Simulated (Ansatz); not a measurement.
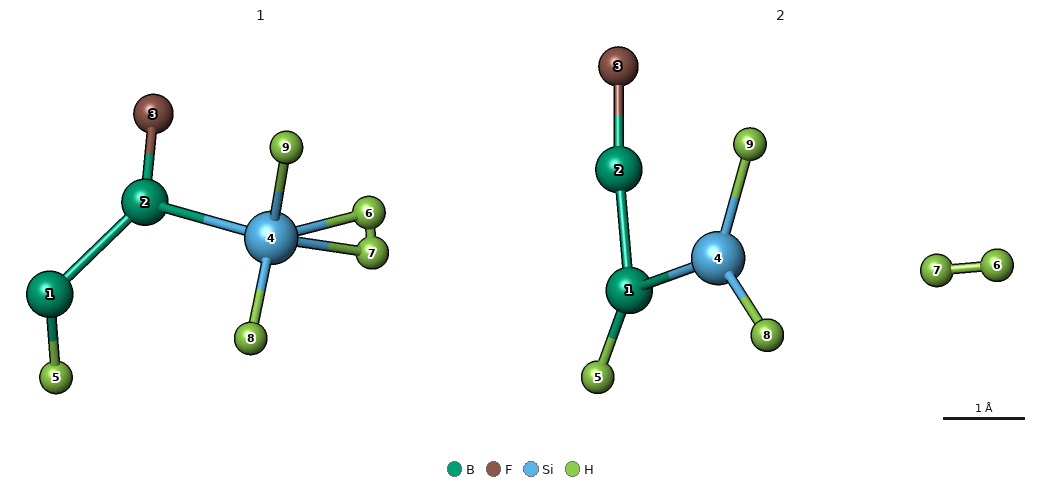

Two geometries of B₂SiH₅F, drawn at one scale. One is the start of a relaxation, the other its converged end. The picture is a ball-and-stick view, seen from a free direction.

Computed with RKS PBE-D4/def2-SVP (Ansatz). Settings: force threshold 0.03 eV/Å; at most 250 steps.

Q: Which geometry has the lower energy?

A: Structure 2 is the relaxed one. It is one of the separated reactants of a reaction. The energy falls by 7.062 eV in 23 accepted moves (24 points after the start). The largest force component goes from 17 to 0.017 eV/Å. The line search rejected the trial step at point 14 of the run. The forces were under the threshold at step 18, but the run went on from there. The largest move after the best rigid fit is that of H6, 1.51 Å. Largest moves by element: H 1.51 Å, Si 0.98 Å, F 0.94 Å, B 0.76 Å. Near-neighbour distances that change, for instance: Si4–H6 1.420 → 3.658 Å, Si4–H7 1.489 → 3.045 Å, B1–Si4 3.063 → 1.880 Å, B2–Si4 2.072 → 2.483 Å. New bonds form: B1–Si4 (3.06 → 1.88 Å). Bonds break: Si4–H6 (1.42 → 3.66 Å), Si4–H7 (1.49 → 3.04 Å). Bond angles that change, for instance: B1–B2–F3 131.9° → 172.3°, B2–B1–H5 121.0° → 139.1°. Cost: 32 s on 2 threads of Arm Neoverse V1, on a shared host.
